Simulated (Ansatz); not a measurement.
Redistribution: C2H9FSi2 + C2H8OSi → CH7FSi2 + C3H10OSi

Species: C2H9FSi2 `C[SiH2]C[SiH2]F`, singlet; C2H8OSi `CCO[SiH3]`, singlet; CH7FSi2 `F[SiH2]C[SiH3]`, singlet; C3H10OSi `CCO[SiH2]C`, singlet. The partners trade CH3 for H; both sit on Si, so the bond types are kept.

Shapes, held fixed at every level: PBE0-D4/def2-TZVP. Flexible molecules stand in one conformer, not always the lowest. Programs: Ansatz 0.2.0. Electronic energies: no zero-point or thermal term.

| level | kind | ΔE (kJ/mol) | less CCSD(T)/CBS estimate |
| --- | --- | --- | --- |
| HF/def2-TZVPP | Hartree–Fock | -3.0 | -0.6 |
| PBE-D4/def2-TZVPP | GGA | -2.3 | +0.1 |
| PBE0-D4/def2-TZVPP | global hybrid | -2.4 | 0.0 |
| wB97M-V/def2-TZVPP | range-separated hybrid | -2.4 | 0.0 |
| wB97X-V/def2-TZVPP | range-separated hybrid | -2.3 | +0.1 |
| MP2/def2-TZVPP | perturbation theory | -1.5 | +0.9 |
| CCSD(T)/CBS estimate | coupled cluster or CI | -2.4 | 0.0 |

The highest level, CCSD(T)/CBS estimate, gives ΔE = -2.4 kJ/mol; the levels span -3.0 to -1.5. That is about zero within the method's error. The column of differences is taken from that level and isn't an error. No measured value is set beside it here. The CBS estimate extrapolates MP2 from def2-TZVPP and def2-QZVPP and adds CCSD(T) − MP2 in the triple-zeta set, cores frozen.

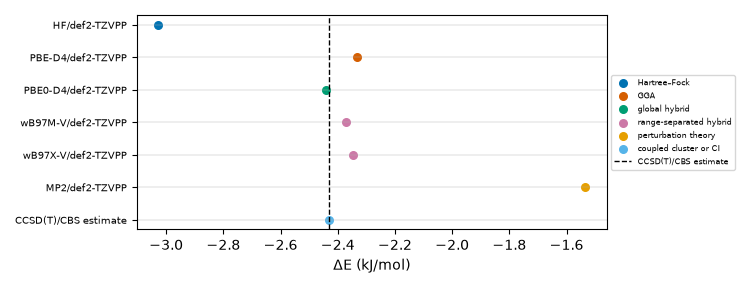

The values of the table, level by level.
